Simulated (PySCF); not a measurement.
# doublet CH3NO+ at 5 levels

We compute a comparison of 5 runs (UHF/STO-3G, UHF/3-21G, UB3LYP/6-31G*, UB2PLYP/def2-TZVP, USCS-MP2/def2-TZVP) of doublet CH3NO+. 

Program for the calculation: PySCF 2.14.0.

1 further run of the same task is left out (set aside as unsound or not needed).

## 1. The structure to begin with

The species is CH3NO+ (6 atoms), meant as a doublet with charge +1. As SMILES of the parent species, `CN=O`. The coordinates come from a PBE0-D4/def2-TZVP relaxation. That shape belongs to the parent species and isn't relaxed for this state.

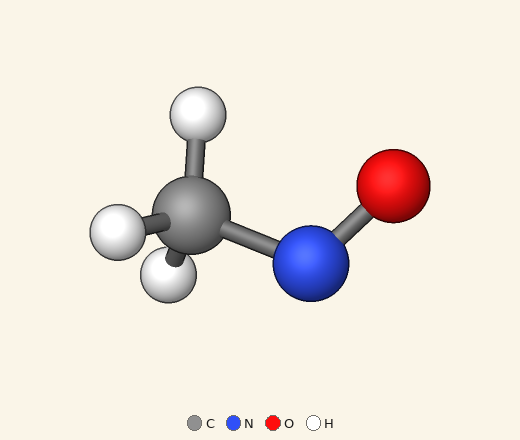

The structure, seen from a chosen angle (carbon grey, nitrogen blue, oxygen red, hydrogen white).

## 2. The energy at UHF/STO-3G (run 1)

calc.py

```python
from pyscf import gto

mol = gto.M(
    atom='''
C       -0.173320       0.295060      -0.257500
N       -0.093510      -0.930080       0.547430
O        0.960290      -1.089300       1.083500
H       -0.434830      -0.011430      -1.274170
H       -1.017200       0.873040       0.129410
H        0.758570       0.862730      -0.228690
''',
    max_memory=1860,
    verbose=3,
    charge=1,
    spin=1,
    basis='sto-3g',
)

mf = mol.UHF()
mf.conv_tol = 1e-10
mf.kernel()
if not mf.converged:
    mf = mf.newton().run(mf.mo_coeff, mf.mo_occ)

energy = mf.e_tot
print('E = %.10f Eh' % energy)
```

On the command line:

```
OMP_NUM_THREADS=1 python calc.py
```

What it wrote:

```text
converged SCF energy = -166.399687683434  <S^2> = 0.98714975  2S+1 = 2.2245447
E = -166.3996876834 Eh
```

Wall time 0.91 s (1 thread of Arm Neoverse V1, shared host); peak memory 0.12 GiB.

## 3. The energy at UHF/3-21G (run 2)

calc.py

```python
from pyscf import gto

mol = gto.M(
    atom='''
C   -0.173320   0.295060  -0.257500
N   -0.093510  -0.930080   0.547430
O    0.960290  -1.089300   1.083500
H   -0.434830  -0.011430  -1.274170
H   -1.017200   0.873040   0.129410
H    0.758570   0.862730  -0.228690
''',
    spin=1,
    max_memory=1860,
    basis='3-21g',
    charge=1,
    verbose=3,
)

mf = mol.UHF()
mf.conv_tol = 1e-10
mf.kernel()
if not mf.converged:
    mf = mf.newton().run(mf.mo_coeff, mf.mo_occ)

energy = mf.e_tot
print(f'total energy: {energy:.8f} hartree')
```

On the command line:

```
OMP_NUM_THREADS=1 python calc.py
```

What it wrote:

```text
converged SCF energy = -167.540597487179  <S^2> = 0.90585479  2S+1 = 2.1502137
total energy: -167.54059749 hartree
```

Run time: 0.91 s. Hardware: 1 thread of Arm Neoverse V1, shared host; peak memory 0.12 GiB.

Run 3 isn't shown in full; the table further down has it.

## 4. A single-point energy at UB2PLYP/def2-TZVP (run 4)

job.py

```python
from pyscf import gto, dft, mp

mol = gto.M(
    atom='''
C     -0.327527     0.557583    -0.486604
N     -0.176708    -1.757596     1.034493
O      1.814685    -2.058479     2.047518
H     -0.821710    -0.021600    -2.407832
H     -1.922229     1.649806     0.244549
H      1.433490     1.630323    -0.432161
''',
    spin=1,
    unit='bohr',
    verbose=4,
    max_memory=1860,
    basis='def2-tzvp',
    charge=1,
)

myscf = dft.UKS(mol, xc='0.53*HF + 0.47*B88, 0.73*LYP')
myscf.grids.level = 5
myscf.conv_tol = 1e-10
myscf.kernel()
if not myscf.converged:
    myscf = myscf.newton().run(myscf.mo_coeff, myscf.mo_occ)

pt = mp.MP2(myscf, frozen=3).run()
e_final = myscf.e_tot + 0.27 * pt.e_corr
print('PT2 part  %.8f' % (0.27 * pt.e_corr))
print('E(%s) = %.9f' % ('B2PLYP', e_final))
```

On the command line:

```
OMP_NUM_THREADS=1 python job.py
```

What it wrote:

```text
PySCF version 2.14.0

[... 57 lines left out ...]
WARN: HOMO -0.232371355750157 >= LUMO -0.232371355750153
[... 70 lines left out ...]
converged SCF energy = -169.197304102179  <S^2> = 0.76470336  2S+1 = 2.0146497
[... 1 line left out ...]
******** <class 'pyscf.mp.ump2.UMP2'> ********
nocc = (np.int64(9), np.int64(8)), nmo = (108, 108)
frozen orbitals 3
E(UMP2) = -169.914896781068  E_corr = -0.717592678888249
E(SCS-UMP2) = -169.898107183827  E_corr = -0.700803081647733
E_corr(same-spin) = -0.184970922713268
E_corr(oppo-spin) = -0.532621756174981
PT2 part  -0.19375002
E(B2PLYP) = -169.391054125
```

Wall time 47 s (1 thread of Arm Neoverse V1, shared host); peak memory 0.59 GiB.

## 5. A single-point energy at USCS-MP2/def2-TZVP (run 5)

calc.py

```python
from pyscf import gto, scf, mp

mol = gto.Mole()
mol.atom = '''
C       -0.173320       0.295060      -0.257500
N       -0.093510      -0.930080       0.547430
O        0.960290      -1.089300       1.083500
H       -0.434830      -0.011430      -1.274170
H       -1.017200       0.873040       0.129410
H        0.758570       0.862730      -0.228690
'''
mol.verbose = 3
mol.charge = 1
mol.spin = 1
mol.basis = 'def2-tzvp'
mol.max_memory = 1860
mol.build()

calc0 = scf.UHF(mol)
calc0.conv_tol = 1e-10
calc0.kernel()
if not calc0.converged:
    calc0 = calc0.newton().run(calc0.mo_coeff, calc0.mo_occ)

pt = mp.MP2(calc0, frozen=3).run()
e_final = calc0.e_tot + 1.2 * pt.e_corr_os + pt.e_corr_ss / 3
print('Final energy', e_final)
```

On the command line:

```
OMP_NUM_THREADS=1 python calc.py
```

What it wrote:

```text
converged SCF energy = -168.580169944325  <S^2> = 0.88042311  2S+1 = 2.1264272
E(UMP2) = -169.126999101766  E_corr = -0.546829157441024
E(SCS-UMP2) = -169.116913203878  E_corr = -0.536743259552827
Final energy -169.11691320387771
```

Run time: 8.4 s. Hardware: 1 thread of Arm Neoverse V1, shared host; peak memory 0.31 GiB.

## 6. Overview of the runs

| run | level | integration grid | frozen core orbitals | energy (Eh) | HOMO energy (eV) | LUMO energy (eV) | ⟨S²⟩ | wall time |
| --- | --- | --- | --- | --- | --- | --- | --- | --- |
| 1 | UHF/STO-3G | – | – | -166.399688 | -21.13 | -5.21 | 0.987 | 0.91 s |
| 2 | UHF/3-21G | – | – | -167.540597 | -22.12 | -6.79 | 0.906 | 0.91 s |
| 3 | UB3LYP/6-31G* (spherical functions) | 5 | – | -169.446399 | -16.93 | -12.65 | 0.754 | 14 s |
| 4 | UB2PLYP/def2-TZVP | 5 | 3 | -169.391054 | -19.21 | -10.34 | 0.765 | 47 s |
| 5 | USCS-MP2/def2-TZVP | – | 3 | -169.116913 | -21.97 | -6.51 | 0.880 | 8.4 s |

## 7. Outcome

| quantity | value |
| --- | --- |
| run 5: total energy | -169.11691 Eh |
| run 5: HOMO energy (Hartree–Fock orbitals) (highest over α and β) | -21.97 eV |
| run 5: LUMO energy (Hartree–Fock orbitals) (lowest over α and β) | -6.51 eV |
| run 5: correlation energy (3 core orbitals frozen) | -536.7 mEh |
| run 5: ⟨S²⟩ of the reference determinant | 0.880 |

What this shows: Totals of different functionals can't be ranked against each other. In run 1 the basis is minimal, so the values are rough. Spin contamination of the reference: run 1 ⟨S²⟩ = 0.99, run 2 ⟨S²⟩ = 0.91, run 5 ⟨S²⟩ = 0.88. All runs together took 71 s, the longest 47 s.
